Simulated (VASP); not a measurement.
**Y with PBEsol: from relaxation to properties**

Aim: relax Y, then compute properties on the relaxed cell. The steps: relaxing cell and atoms (PBEsol), second relaxation, single point with fields (PBEsol), bands along the symmetry lines (PBEsol), total and projected DOS (PBEsol), volume scan with PBEsol, fit for PBEsol and electric field gradients (PBEsol). Left out of this account: 1 further run (bands with PBEsol: it diverged and was aborted). The start is a cell from a database of measured crystal structures.

Method: PBEsol; plane waves and PAW (Y_sv), in VASP 6.6.1.

## Step 1: The starting structure

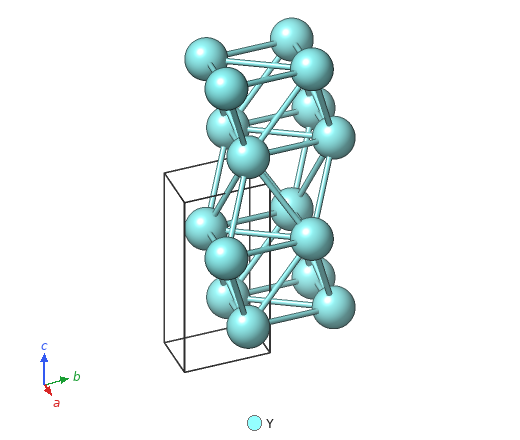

The starting structure, seen slightly off an axis (yttrium light teal). 2×2×2 cells are drawn.

Coordinates:

```xyz
2
Lattice="3.6474 0.0000 0.0000 -1.8237 3.1587 0.0000 0.0000 0.0000 5.7306" Properties=species:S:1:pos:R:3 pbc="T T T"
Y     0.0000    2.1058    1.4326
Y     1.8237    1.0529    4.2980
```

## Step 2: Relaxing cell and atoms (PBEsol)

The start need not lie at this functional's minimum. ISIF = 3 frees volume, shape and positions, and EDIFFG sets the threshold on forces and stress at which the search stops. PBEsol restores the gradient expansion of exchange and is tuned for the cells of solids.

INCAR reads:

```
SYSTEM = Y
PREC = Accurate
ENCUT = 400
EDIFF = 1E-06
NELM = 100
ISMEAR = 1
SIGMA = 0.2
LREAL = .FALSE.
ALGO = Normal
GGA = PS
NBANDS = 17
LASPH = .TRUE.
LORBIT = 11
LWAVE = .FALSE.
LCHARG = .FALSE.
KPAR = 2
IBRION = 2
NSW = 60
ISIF = 3
EDIFFG = -0.01
```

POSCAR reads:

```
Y
1.0
    3.6474000000      0.0000000000      0.0000000000
   -1.8237000000      3.1587410578      0.0000000000
    0.0000000000      0.0000000000      5.7306000000
Y
2
Direct
    0.3333333333      0.6666666667      0.2500000000
    0.6666666667      0.3333333333      0.7500000000
```

KPOINTS reads:

```
Automatic mesh
0
Gamma
7 7 4
0 0 0
```

The projector-augmented-wave data sets are Y_sv (PBE family, release 64).

Run with:

```bash
$ mpirun -np 2 vasp_std
```

What it wrote:

```text
[banner, memory and clock lines left out]
running    2 mpi-ranks, on    1 nodes
 distrk:  each k-point on    1 cores,    2 groups
 distr:  one band on    1 cores,    1 groups

 POSCAR found type information on POSCAR Y
 POSCAR found :  1 types and       2 ions
|                                                                             |
|               ----> ADVICE to this user running VASP <----                  |
|                                                                             |
|     You enforced a specific xc type in the INCAR file but a different       |
|     [... a line on the potential file left out ...]
|     I HOPE YOU KNOW WHAT YOU ARE DOING!                                     |
|                                                                             |

 LDA part: xc-table for (Slater+PW92), standard interpolation
 POSCAR, INCAR and KPOINTS ok, starting setup
 FFT: planning ... GRIDC
 FFT: planning ... GRID_SOFT
 FFT: planning ... GRID
 WAVECAR not read
 entering main loop
       N       E                     dE             d eps       ncg     rms          rms(c)
DAV:   1     0.765676703108E+02    0.76568E+02   -0.10073E+04   824   0.103E+03
DAV:   2    -0.712407119658E+01   -0.83692E+02   -0.82421E+02  1028   0.235E+02
DAV:   3    -0.139401898320E+02   -0.68161E+01   -0.67675E+01  1466   0.412E+01
DAV:   4    -0.141052581633E+02   -0.16507E+00   -0.16501E+00  1003   0.666E+00
DAV:   5    -0.141077214647E+02   -0.24633E-02   -0.24631E-02  1185   0.712E-01    0.331E+01
DAV:   6    -0.137116523335E+02    0.39607E+00   -0.48037E-01   881   0.433E+00    0.207E+01
DAV:   7    -0.136342906733E+02    0.77362E-01   -0.94817E-01  1044   0.558E+00    0.184E+00
DAV:   8    -0.136206345944E+02    0.13656E-01   -0.17844E-01   996   0.251E+00    0.115E+00
DAV:   9    -0.136198002022E+02    0.83439E-03   -0.47429E-03  1196   0.437E-01    0.458E-01
DAV:  10    -0.136199277307E+02   -0.12753E-03   -0.17461E-03   885   0.388E-01    0.303E-01
DAV:  11    -0.136198806712E+02    0.47060E-04   -0.10201E-04  1244   0.880E-02    0.487E-02
DAV:  12    -0.136198769045E+02    0.37667E-05   -0.29428E-05   911   0.476E-02    0.181E-02
DAV:  13    -0.136198797604E+02   -0.28559E-05   -0.56776E-06   939   0.214E-02    0.263E-03
DAV:  14    -0.136198798351E+02   -0.74730E-07   -0.14524E-07   560   0.304E-03
   1 F= -.13619880E+02 E0= -.13619863E+02  d E =-.136199E+02
 curvature:   0.00 expect dE= 0.000E+00 dE for cont linesearch  0.000E+00
 trial: gam= 0.00000 g(F)=  0.429E-47 g(S)=  0.579E-01 ort = 0.000E+00 (trialstep = 0.100E+01)
 search vector abs. value=  0.579E-01
 bond charge predicted
       N       E                     dE             d eps       ncg     rms          rms(c)
DAV:   1    -0.143724149231E+02   -0.75254E+00   -0.15169E+01  1225   0.247E+01    0.602E+00
DAV:   2    -0.137380962472E+02    0.63432E+00   -0.13893E+00  1100   0.770E+00    0.271E+00
DAV:   3    -0.135935170098E+02    0.14458E+00   -0.11597E+00  1291   0.525E+00    0.162E+00
DAV:   4    -0.136177074055E+02   -0.24190E-01   -0.87808E-02   956   0.158E+00    0.782E-01
DAV:   5    -0.136399869214E+02   -0.22280E-01   -0.41852E-02  1400   0.717E-01    0.353E-01
DAV:   6    -0.136403489113E+02   -0.36199E-03   -0.87993E-04   945   0.166E-01    0.292E-01
DAV:   7    -0.136431469648E+02   -0.27981E-02   -0.31799E-03  1094   0.329E-01    0.138E-01
DAV:   8    -0.136432110349E+02   -0.64070E-04   -0.15515E-04  1038   0.706E-02    0.637E-02
DAV:   9    -0.136432121966E+02   -0.11617E-05   -0.25218E-05  1282   0.164E-02    0.491E-02
DAV:  10    -0.136432121125E+02    0.84140E-07   -0.39241E-06  1027   0.802E-03
   2 F= -.13643212E+02 E0= -.13642665E+02  d E =-.233323E-01
[...]
3 F= -.13644325E+02 E0= -.13643890E+02  d E =-.244448E-01
[...]
4 F= -.13644308E+02 E0= -.13643862E+02  d E =-.244282E-01
[...]
5 F= -.13644687E+02 E0= -.13644467E+02  d E =-.378630E-03
[...]
6 F= -.13644802E+02 E0= -.13644794E+02  d E =-.493604E-03
[...]
7 F= -.13644821E+02 E0= -.13644834E+02  d E =-.193498E-04
 trial-energy change:   -0.000019  1 .order   -0.000005   -0.000061    0.000050
 step:   0.8128(harm=  0.6308)  dis= 0.00000  next Energy=   -13.644828 (dE=-0.263E-04)
 bond charge predicted
       N       E                     dE             d eps       ncg     rms          rms(c)
DAV:   1    -0.136448964060E+02   -0.75440E-04   -0.15356E-03  1217   0.244E-01    0.617E-02
DAV:   2    -0.136448326564E+02    0.63750E-04   -0.17114E-04  1086   0.821E-02    0.286E-02
DAV:   3    -0.136448174825E+02    0.15174E-04   -0.13145E-04  1288   0.556E-02    0.182E-02
DAV:   4    -0.136448206492E+02   -0.31667E-05   -0.84239E-06   869   0.160E-02    0.103E-02
DAV:   5    -0.136448243952E+02   -0.37460E-05   -0.39628E-06   847   0.862E-03    0.329E-03
DAV:   6    -0.136448245007E+02   -0.10550E-06   -0.24246E-07   420   0.359E-03
   8 F= -.13644825E+02 E0= -.13644831E+02  d E =-.228194E-04
 curvature:  -0.28 expect dE=-0.269E-06 dE for cont linesearch -0.224E-06
 trial: gam=-0.11087 g(F)=  0.661E-47 g(S)=  0.958E-06 ort = 0.653E-05 (trialstep = 0.108E+01)
 search vector abs. value=  0.167E-06
 reached required accuracy - stopping structural energy minimisation
```

Elapsed: 35 s, on 2 MPI ranks of Intel Xeon 6975P-C (Granite Rapids), shared host; peak memory 0.33 GiB; 61 s of CPU time.

Lines that name or quote the potential files are left out of all logs, and their timing lines are given in words.

From OUTCAR (step 2):

```text
ion  position               nearest neighbor table
   1  0.333  0.667  0.250-   2 3.56   2 3.56   2 3.56   2 3.56   2 3.56   2 3.56
   2  0.667  0.333  0.750-   1 3.56   1 3.56   1 3.56   1 3.56   1 3.56   1 3.56

  LATTYP: Found a hexagonal cell.
 ALAT       =     3.6474000000
 C/A-ratio  =     1.5711465702

 Subroutine GETGRP returns: Found 24 space group operations
 (whereof 12 operations were pure point group operations)

The static configuration has the point symmetry D_3d.
 The point group associated with its full space group is D_6h.

 Found     24 irreducible k-points:

   k-points           NKPTS =     24   k-points in BZ     NKDIM =     24   number of bands    NBANDS=     17

   dimension x,y,z NGX =    24 NGY =   24 NGZ =   40
   dimension x,y,z NGXF=    48 NGYF=   48 NGZF=   80

   ENCUT  =  400.0 eV  29.40 Ry    5.42 a.u.   5.95  5.95  9.35*2*pi/ulx,y,z

   NELECT =      22.0000    total number of electrons

 k-points in reciprocal lattice and weights: Automatic mesh
   0.00000000  0.00000000  0.00000000       0.005
   0.14285714 -0.00000000  0.00000000       0.031
   0.28571429 -0.00000000  0.00000000       0.031
   0.42857143 -0.00000000  0.00000000       0.031
   0.14285714  0.14285714  0.00000000       0.031
   0.28571429  0.14285714  0.00000000       0.061
   0.42857143  0.14285714  0.00000000       0.031
   0.28571429  0.28571429  0.00000000       0.031
   0.00000000  0.00000000  0.25000000       0.010
[...]
0.42857143  0.14285714  0.50000000       0.031
   0.28571429  0.28571429  0.50000000       0.031

 average (electrostatic) potential at core
       1 -37.2177       2 -37.2177

 E-fermi :   3.1258

 k-point     1 :       0.0000    0.0000    0.0000
  band No.  band energies     occupation
    ...
      6     -19.0827      2.00000
      7     -19.0827      2.00000
      8     -19.0249      2.00000
      9      -1.6622      2.00000
     10       1.1821      2.00000
     11       4.2629     -0.00000
     12       4.8585     -0.00000
     13       4.8585     -0.00000
     14       5.3120     -0.00000
     15       5.5286     -0.00000
    ...

 k-point     2 :       0.1429   -0.0000    0.0000
  band No.  band energies     occupation
    ...
      6     -19.1661      2.00000
      7     -19.0924      2.00000
      8     -19.0465      2.00000
      9      -1.2185      2.00000
     10       1.5783      2.00000
     11       3.7699     -0.00005
     12       4.0871     -0.00000
     13       5.0991     -0.00000
     14       5.2773     -0.00000
     15       5.4683     -0.00000
    ...

 k-point     3 :       0.2857   -0.0000    0.0000
  band No.  band energies     occupation
    ...
      7     -19.1175      2.00000
      8     -19.1096      2.00000
      9      -0.0796      2.00000
     10       2.1937      2.00000
     11       2.8886      2.07042
     12       3.3169     -0.03981
     13       4.6755     -0.00000
     14       4.9370     -0.00000
     15       4.9568     -0.00000
     16       6.4627     -0.00000
    ...

  Total        0.0040945      0.0040945      0.0024832      0.0000000      0.0000000      0.0000000
  in kB        0.1046424      0.1046424      0.0634625      0.0000000      0.0000000      0.0000000
  external PRESSURE =       0.0909158 kB  Pullay stress =       0.0000000 kB

  energy-cutoff  :      400.00
  volume of cell :       62.69
      direct lattice vectors                 reciprocal lattice vectors
     3.603912622  0.000000000  0.000000000     0.277476206  0.160200962  0.000000000
    -1.801956311  3.121079884 -0.000000000     0.000000000  0.320401924 -0.000000000
    -0.000000000  0.000000000  5.573456671     0.000000000  0.000000000  0.179421867

 POSITION                                       TOTAL-FORCE (eV/Angst)
 -----------------------------------------------------------------------------------
     -0.00000      2.08072      1.39336        -0.000000     -0.000000      0.000000
      1.80196      1.04036      4.18009         0.000000      0.000000      0.000000
 -----------------------------------------------------------------------------------
    total drift:                               -0.000000      0.000000     -0.000000

  FREE ENERGIE OF THE ION-ELECTRON SYSTEM (eV)
  ---------------------------------------------------
  free  energy   TOTEN  =       -13.6448245007 eV

  energy  without entropy=      -13.6448428274  energy(sigma->0) =      -13.64483061

 reached required accuracy - stopping structural energy minimisation

 total charge
# of ion       s       p       d       f       tot
--------------------------------------------------
    1        2.290   6.239   0.956   0.007   9.493
    2        2.290   6.239   0.956   0.007   9.493
--------------------------------------------------
tot          4.580  12.478   1.912   0.015  18.985

[... 3 further parts left out ...]
```

CONTCAR:

```
Y
   1.00000000000000
     3.6039126221925075    0.0000000000000000    0.0000000000000000
    -1.8019563110962538    3.1210798838734140   -0.0000000000000000
    -0.0000000000000000    0.0000000000000000    5.5734566707220150
  Y
     2
Direct
     0.3333333332999970    0.6666666667000030    0.2500000000000000
     0.6666666667000030    0.3333333332999970    0.7500000000000000
```

The k-mesh is coarse for a metal. The PAW data sets were made with PBE, which is usual practice but a small mismatch for other functionals. The run keeps the 24 symmetry operations of its start, so it cannot find a distortion of lower symmetry.

The steps of the relaxation:

| step | energy less that of the first step (eV) | largest force (eV/Å) | pressure (GPa) | volume (Å³) |
| --- | --- | --- | --- | --- |
| 1 | 0.0000 | 0.0000 | -2.13 | 66.02 |
| 2 | -0.0233 | 0.0000 | 0.53 | 61.92 |
| 3 | -0.0244 | 0.0000 | 0.04 | 62.60 |
| 4 | -0.0244 | 0.0000 | 0.12 | 62.53 |
| 5 | -0.0248 | 0.0000 | 0.08 | 62.56 |
| 6 | -0.0249 | 0.0000 | 0.07 | 62.59 |
| 7 | -0.0249 | 0.0000 | -0.06 | 62.73 |
| 8 | -0.0249 | 0.0000 | 0.01 | 62.69 |

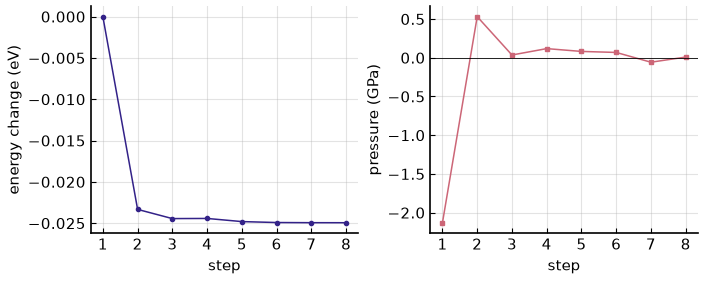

Energy and pressure along the relaxation.

```csv
"conventional cell, symmetrised",before,after,change
a (Å),3.647,3.604,-1.2 %
b (Å),3.647,3.604,-1.2 %
c (Å),5.731,5.573,-2.7 %
volume (Å³/atom),33.01,31.35,-5.0 %
```

The relaxed structure:

```xyz
2
Lattice="3.6039 0.0000 0.0000 -1.8020 3.1211 0.0000 0.0000 0.0000 5.5735" Properties=species:S:1:pos:R:3 pbc="T T T"
Y     0.0000    2.0807    1.3934
Y     1.8020    1.0404    4.1801
```

This step gave:

```yaml
electrons: 22
bands: 17
irreducible_k_points: 24
symmetry_operations: 24
free_energy_toten: -13.64 eV
fermi_energy: 3.126 eV
pressure: 0.009092 GPa
metallic: yes
scf_cycles_over_all_ionic_steps: 62
```

It ends with forces that vanish by symmetry and a pressure of 0.01 GPa. The volume lies -5.0 % from that of the database's start, which holds the thermal and zero-point expansion of its experiment.

## Step 3: Second relaxation

A relaxation keeps the plane waves of the cell it began with, so it is repeated from the new cell, on a basis made for it.

INCAR is that of step 2.

POSCAR reads:

```
Y
1.0
    3.6039126222      0.0000000000      0.0000000000
   -1.8019563111      3.1210798839      0.0000000000
    0.0000000000      0.0000000000      5.5734566707
Y
2
Direct
    0.3333333333      0.6666666667      0.2500000000
    0.6666666667      0.3333333333      0.7500000000
```

KPOINTS is that of step 2.

Run with:

```bash
$ mpirun -np 2 vasp_std
```

What it wrote:

```text
[banner, memory and clock lines left out]
running    2 mpi-ranks, on    1 nodes
 distrk:  each k-point on    1 cores,    2 groups
 distr:  one band on    1 cores,    1 groups

 POSCAR found type information on POSCAR Y
 POSCAR found :  1 types and       2 ions
 [... a notice as in an earlier step ...]

 LDA part: xc-table for (Slater+PW92), standard interpolation
 POSCAR, INCAR and KPOINTS ok, starting setup
 FFT: planning ... GRIDC
 FFT: planning ... GRID_SOFT
 FFT: planning ... GRID
 WAVECAR not read
 entering main loop
       N       E                     dE             d eps       ncg     rms          rms(c)
DAV:   1     0.751234451767E+02    0.75123E+02   -0.10011E+04   816   0.102E+03
DAV:   2    -0.677795147347E+01   -0.81901E+02   -0.80558E+02   992   0.235E+02
DAV:   3    -0.139614689960E+02   -0.71835E+01   -0.70951E+01  1464   0.409E+01
DAV:   4    -0.140845946770E+02   -0.12313E+00   -0.12310E+00   963   0.617E+00
DAV:   5    -0.140879090980E+02   -0.33144E-02   -0.33136E-02  1155   0.712E-01    0.346E+01
DAV:   6    -0.137210877286E+02    0.36682E+00   -0.45371E-01   888   0.430E+00    0.215E+01
DAV:   7    -0.136581838491E+02    0.62904E-01   -0.89901E-01  1077   0.551E+00    0.184E+00
DAV:   8    -0.136446027914E+02    0.13581E-01   -0.16060E-01   995   0.243E+00    0.865E-01
DAV:   9    -0.136440747973E+02    0.52799E-03   -0.47009E-03  1145   0.443E-01    0.364E-01
DAV:  10    -0.136441411178E+02   -0.66320E-04   -0.12576E-03   988   0.319E-01    0.183E-01
DAV:  11    -0.136441237260E+02    0.17392E-04   -0.58517E-05  1242   0.623E-02    0.199E-02
DAV:  12    -0.136441217740E+02    0.19520E-05   -0.15977E-05   958   0.346E-02    0.184E-02
DAV:  13    -0.136441236799E+02   -0.19059E-05   -0.41668E-06   898   0.188E-02    0.300E-03
DAV:  14    -0.136441237141E+02   -0.34173E-07   -0.14399E-07   524   0.304E-03
   1 F= -.13644124E+02 E0= -.13644130E+02  d E =-.136441E+02
 curvature:   0.00 expect dE= 0.000E+00 dE for cont linesearch  0.000E+00
 trial: gam= 0.00000 g(F)=  0.167E-47 g(S)=  0.101E-06 ort = 0.000E+00 (trialstep = 0.100E+01)
 search vector abs. value=  0.101E-06
 reached required accuracy - stopping structural energy minimisation
```

Run time: 6.6 s. Hardware: 2 MPI ranks; peak memory 0.3 GiB.

Parts of OUTCAR (step 3):

```text
  LATTYP: Found a hexagonal cell.
 ALAT       =     3.6039126222
 C/A-ratio  =     1.5465016095

 Found     24 irreducible k-points:

   dimension x,y,z NGX =    24 NGY =   24 NGZ =   36
   dimension x,y,z NGXF=    48 NGYF=   48 NGZF=   72

   ENCUT  =  400.0 eV  29.40 Ry    5.42 a.u.   5.88  5.88  9.09*2*pi/ulx,y,z

   NELECT =      22.0000    total number of electrons

 E-fermi :   3.1257

 k-point     1 :       0.0000    0.0000    0.0000
  band No.  band energies     occupation
    ...
      6     -19.0825      2.00000
      7     -19.0825      2.00000
      8     -19.0246      2.00000
      9      -1.6629      2.00000
     10       1.1818      2.00000
     11       4.2629     -0.00000
     12       4.8584     -0.00000
     13       4.8584     -0.00000
     14       5.3120     -0.00000
     15       5.5286     -0.00000
    ...

 k-point     2 :       0.1429    0.0000    0.0000
  band No.  band energies     occupation
    ...
      6     -19.1659      2.00000
      7     -19.0921      2.00000
      8     -19.0462      2.00000
      9      -1.2192      2.00000
     10       1.5780      2.00000
     11       3.7699     -0.00005
     12       4.0870     -0.00000
     13       5.0990     -0.00000
     14       5.2772     -0.00000
     15       5.4683     -0.00000
    ...

  Total        0.0014162      0.0014162      0.0004216     -0.0000000      0.0000000     -0.0000000
  in kB        0.0361946      0.0361946      0.0107737     -0.0000000      0.0000000     -0.0000000
  external PRESSURE =       0.0277210 kB  Pullay stress =       0.0000000 kB

  energy-cutoff  :      400.00
  volume of cell :       62.69
      direct lattice vectors                 reciprocal lattice vectors
     3.603912622  0.000000000  0.000000000     0.277476206  0.160200962  0.000000000
    -1.801956311  3.121079884  0.000000000     0.000000000  0.320401924  0.000000000
     0.000000000  0.000000000  5.573456671     0.000000000  0.000000000  0.179421867

 POSITION                                       TOTAL-FORCE (eV/Angst)
 -----------------------------------------------------------------------------------
     -0.00000      2.08072      1.39336        -0.000000      0.000000      0.000000
      1.80196      1.04036      4.18009         0.000000     -0.000000      0.000000
 -----------------------------------------------------------------------------------
    total drift:                               -0.000000      0.000000     -0.000000

  FREE ENERGIE OF THE ION-ELECTRON SYSTEM (eV)
  ---------------------------------------------------
  free  energy   TOTEN  =       -13.6441237141 eV

  energy  without entropy=      -13.6441424488  energy(sigma->0) =      -13.64412996

 total charge
# of ion       s       p       d       f       tot
--------------------------------------------------
    1        2.290   6.239   0.956   0.007   9.492
    2        2.290   6.239   0.956   0.007   9.492
--------------------------------------------------
tot          4.580  12.477   1.912   0.015  18.985

[... 4 parts as in an earlier step ...]

[... 7 further parts left out ...]
```

CONTCAR:

```
Y
   1.00000000000000
     3.6039126222000002    0.0000000000000000    0.0000000000000000
    -1.8019563111000001    3.1210798838999998    0.0000000000000000
     0.0000000000000000    0.0000000000000000    5.5734566706999997
  Y
     2
Direct
     0.3333333332999970    0.6666666667000030    0.2500000000000000
     0.6666666667000030    0.3333333332999970    0.7500000000000000
```

Little changed from the start: no atom moved by 0.005 Å and no cell edge by 0.1 %.

Numbers from this step:

- pressure: 0.002772 GPa
- SCF cycles over all ionic steps: 14

It ends with forces that vanish by symmetry and a pressure of 0.00 GPa. The volume moved by under 0.01 %: the run met its threshold at the first step.

[end of part 1 of 4]

[Lines on the potential files, build, host, timing and source positions are cut from VASP's logs without a mark.]

[Logs are printed without paths, hosts, clocks, repeated set-up lines and the standing remarks that a program may print on its own settings, such as how far it seeks lower states.]

[Hosts, paths, dates, database ids (printed as entryN), source tags and the programs' standing remarks are cut or masked in the printed files.]

[A measured line is paired with the nearest computed mode of its activity, which favours agreement.]
